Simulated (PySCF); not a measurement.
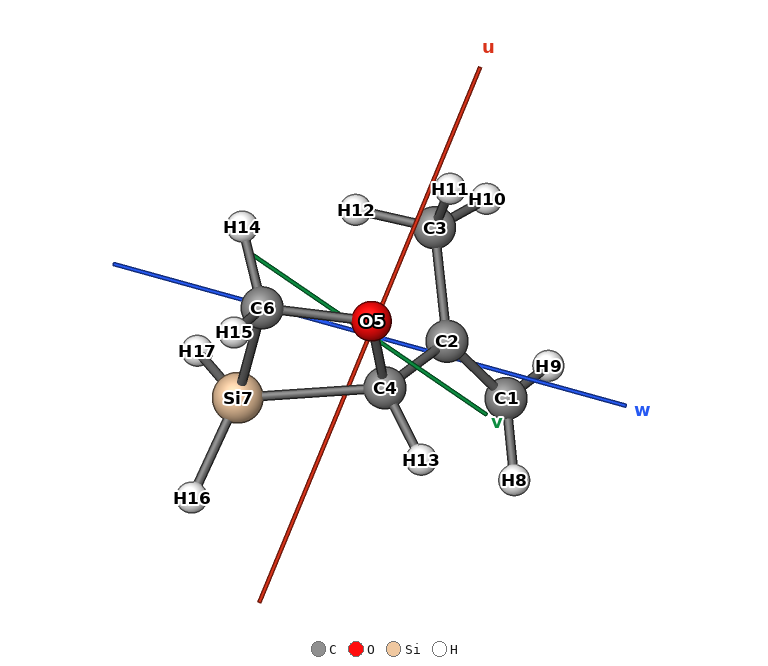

The lines u, v and w are the principal axes of the static dipole polarisability. The geometry was computed by an optimisation with GFN2-xTB. No frequency run is at hand to confirm it as a minimum. Computed with CAM-B3LYP/def2-SVPD (PySCF 2.14.0).

**Along which axis is the molecule most polarisable, and along which least?**

Most along w (close to the long direction C1···C6), least along v.

**Give the three principal values.**

u 85.5, v 75.3, w 106.4 bohr³; mean 89.1, anisotropy 27.5 bohr³.

The geometry is semi-empirical. Around Si such bond lengths and angles can be off by a tenth of an ångström or more and by several degrees, and values that hang on the shape move with them.
